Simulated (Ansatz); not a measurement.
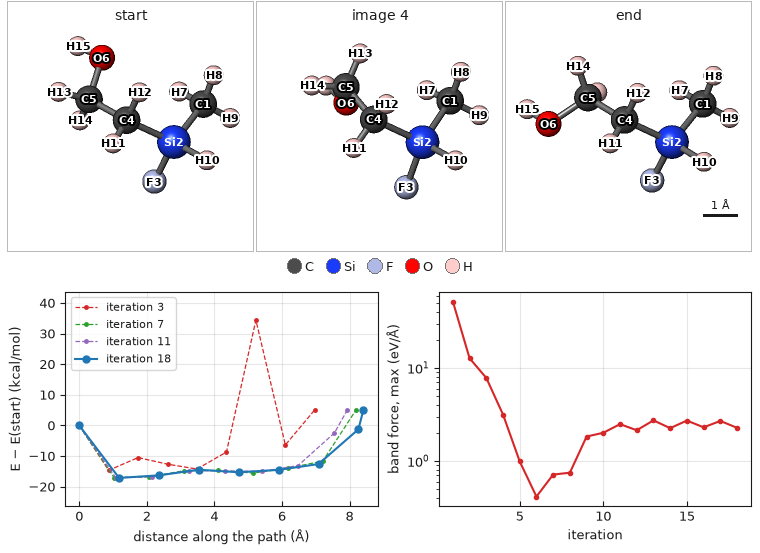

A nudged-elastic-band calculation for C$_{3}$H$_{9}$FOSi. Images are numbered from 0 (start) to 8 (end). The plot follows the band through its iterations. Style: ball-and-stick. Shown from a free direction.

All numbers below come from Ansatz 0.2.0, RKS r2SCANh/6-31G. Run with 7 movable images; climbing image; force threshold 0.05 eV/Å; iteration limit 18; starting path through a guess of the saddle point; end points as typed, not relaxed.

> Did the band converge, and can the barrier be trusted?

The result isn't final. The band hadn't converged when the run stopped after 18 iterations. The largest component of the band force went from 52 to 2.3 eV/Å. The end points weren't relaxed, so energies relative to them aren't barriers between minima. The first iteration put the highest image at 378.5 kcal/mol. Relative to the start the highest point is image 8 at +5.1 kcal/mol and the end lies at +5.1 kcal/mol, but the profile dips to −17.1 kcal/mol at image 1 on the way, so there may be an intermediate minimum, or an end is no minimum.

The run took 18 min on 1 thread of Arm Neoverse V1, with other jobs on the host, peak memory 0.24 GiB.
